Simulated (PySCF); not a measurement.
# NMR shielding calculation of C₄H₃F₃O₂

System: C₄H₃F₃O₂ (2-(trifluoromethyl)acrylic acid).
Method: GIAO PBE0/pcSseg-1 NMR shielding, non-relativistic, gas phase (PySCF 2.14.0).

The geometry comes from this level: GFN2-xTB. It belongs to a series of runs on one base structure; here: PBE0/pcSseg-1; grid level 1. Figures and captions count atoms from 1; the log counts them from 0 in places.

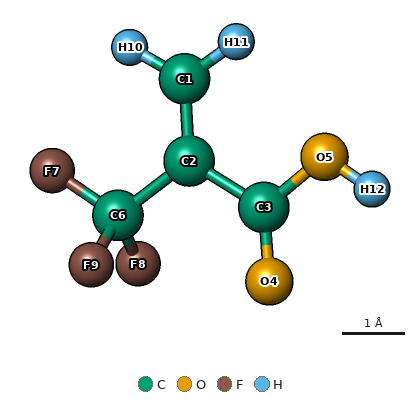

*The input geometry (ball-and-stick view, seen at a tilt; atoms are numbered from 1 in the order of the input).*

### The input
```
{"job": {"kind": "nmr", "xc": "PBE0", "basis": "pcSseg-1", "pop": false, "grid": 1}, "charge": 0, "multiplicity": 1}
C     -0.525892     1.306389     0.619413
C     -0.178967     0.145109     0.078429
C      1.232045    -0.242892    -0.220306
O      1.556606    -1.278071    -0.730462
O      2.102299     0.700906     0.146915
C     -1.203266    -0.901575    -0.295864
F     -2.451690    -0.509616     0.006193
F     -1.200017    -1.168319    -1.606524
F     -1.006030    -2.056588     0.348714
H     -1.555735     1.554255     0.816732
H      0.225591     2.033514     0.874458
H      3.006253     0.416201    -0.063727
```

The first line tells a small driver script what to run in PySCF; the rest is the geometry in Å.

Machine: 1 CPU thread, shared host.

Run as:
```bash
OMP_NUM_THREADS=1 python <driver script> task.json out
```

### What the program printed
```
final grid: 54400 points
cycle   1  E = -603.2711490067  dE =  1.741e+00  |g| = 1.250e+00  |ddm| = 3.299e+00
cycle   2  E = -602.7702880125  dE =  5.009e-01  |g| = 2.121e+00  |ddm| = 2.416e+00
cycle   3  E = -603.5236817226  dE = -7.534e-01  |g| = 3.347e-01  |ddm| = 1.821e+00
cycle   4  E = -603.5431931003  dE = -1.951e-02  |g| = 1.029e-01  |ddm| = 2.970e-01
cycle   5  E = -603.5447785912  dE = -1.585e-03  |g| = 3.237e-02  |ddm| = 8.372e-02
cycle   6  E = -603.5450011207  dE = -2.225e-04  |g| = 8.844e-03  |ddm| = 3.111e-02
cycle   7  E = -603.5450180959  dE = -1.698e-05  |g| = 2.776e-03  |ddm| = 8.292e-03
cycle   8  E = -603.5450198791  dE = -1.783e-06  |g| = 5.026e-04  |ddm| = 2.283e-03
cycle   9  E = -603.5450199290  dE = -4.996e-08  |g| = 1.954e-04  |ddm| = 7.238e-04
cycle  10  E = -603.5450199353  dE = -6.251e-09  |g| = 5.373e-05  |ddm| = 1.714e-04
cycle  11  E = -603.5450199357  dE = -4.154e-10  |g| = 1.564e-05  |ddm| = 4.498e-05
converged SCF energy = -603.5450199357

GIAO shielding tensors (ppm)
atom      isotropic    diamagn.    paramagn.     s11        s22        s33       span
  0 C       45.275     251.247    -205.972    -76.029     38.210    173.643    249.672
  1 C       47.865     265.155    -217.290    -57.618     72.529    128.685    186.303
  2 C       21.996     245.742    -223.746    -81.605     68.124     79.467    161.072
  3 O     -104.500     401.352    -505.852   -343.935   -252.878    283.312    627.247
  4 O      138.273     392.183    -253.910     -9.242    163.848    260.214    269.456
  5 C       56.378     237.540    -181.162     47.987     56.646     64.500     16.513
  6 F      263.451     472.564    -209.114    181.927    256.369    352.056    170.129
  7 F      248.650     472.605    -223.954    168.902    246.392    330.657    161.756
  8 F      249.521     472.614    -223.093    170.226    247.294    331.042    160.816
  9 H       24.717      29.554      -4.837     20.920     23.446     29.784      8.864
 10 H       24.562      29.781      -5.219     21.857     23.216     28.612      6.755
 11 H       25.446      29.576      -4.130     20.173     22.261     33.906     13.734
```

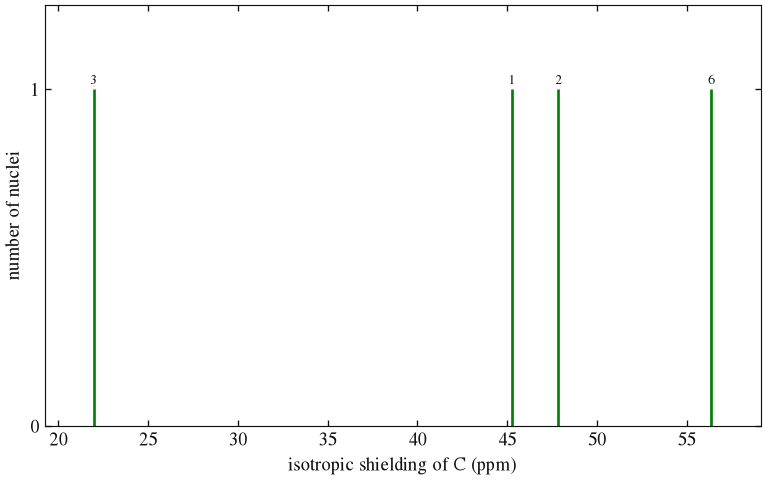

*Isotropic shieldings of the carbon nuclei in this fixed geometry, labelled by atom number; shielding grows to the right, so chemical shift grows to the left.*

The least shielded is C3 (22.0 ppm), the most shielded C6 (56.4 ppm).

### Summary

| quantity | value |
| --- | --- |
| outcome | converged |
| total energy | −603.545020 hartree |
| HOMO | −8.69 eV |
| LUMO | −2.11 eV |
| dipole moment | 4.04 D |
| isotropic shielding, C | 22.0 to 56.4 ppm |
| isotropic shielding, O | −104.5 to 138.3 ppm |
| isotropic shielding, F | 248.7 to 263.5 ppm |
| isotropic shielding, H | 24.6 to 25.4 ppm |
| wall time | 6.7 s |
| peak memory | 0.83 GiB |

### Notes

Settings chosen away from the usual ones: PBE0/pcSseg-1; grid level 1.
